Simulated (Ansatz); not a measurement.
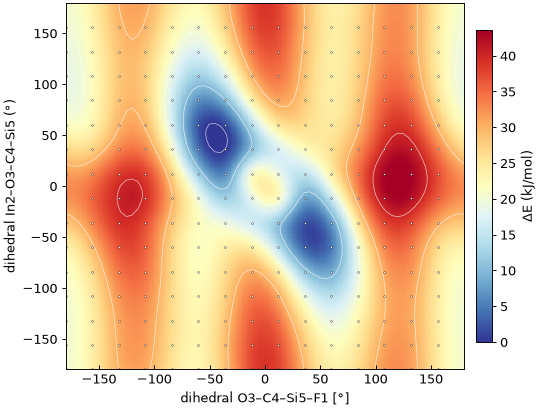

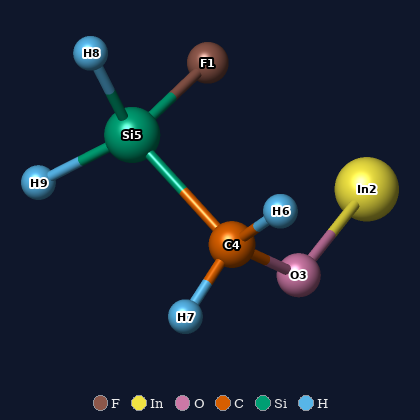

Energy landscape of CH4FInOSi. Coordinates scanned: (1) dihedral O3–C4–Si5–F1; (2) dihedral In2–O3–C4–Si5. Nothing is relaxed (all other coordinates rigid). The grid has 15 × 15 points. Energies: kJ/mol, counted from the lowest grid point. Theory: RKS B3LYP-D4/def2-SVP in Ansatz 0.2.0.

Drawn: a smooth colour map with a few white contour lines, dots at the grid points. Between grid points the surface is interpolated. The second picture is the structure at the lowest point.

What does the map say about the system?

Answer. The lowest grid point is at dihedral O3–C4–Si5–F1 = −36°, dihedral In2–O3–C4–Si5 = 36°. The bottom of the well lies between grid points, at about dihedral O3–C4–Si5–F1 = −45°, dihedral In2–O3–C4–Si5 = 45°, about 1.4 kJ/mol lower on the interpolated surface. Higher local minima lie near dihedral O3–C4–Si5–F1 = 36°, dihedral In2–O3–C4–Si5 = −36° (2.0 kJ/mol above the lowest at that grid point); dihedral O3–C4–Si5–F1 = −180°, dihedral In2–O3–C4–Si5 = 108° (19.0 kJ/mol above the lowest at that grid point); dihedral O3–C4–Si5–F1 = −180°, dihedral In2–O3–C4–Si5 = −132° (20.3 kJ/mol above the lowest at that grid point). The highest grid point, dihedral O3–C4–Si5–F1 = 132°, dihedral In2–O3–C4–Si5 = 12°, lies 43.6 kJ/mol above the lowest. On the interpolated surface the easiest way out of the lowest well to the well at about dihedral O3–C4–Si5–F1 = 45°, dihedral In2–O3–C4–Si5 = −50° passes a barrier of about 17 kJ/mol, counted from the interpolated bottom of the well. Round the minimum the valley is somewhat tilted: raising dihedral O3–C4–Si5–F1 shifts the best value of dihedral In2–O3–C4–Si5 downwards (coupling k₁₂/√(k₁₁k₂₂) about 0.3).

The whole map (225 points run) took 20 min on 1 thread of Arm Neoverse V2 (shared host).
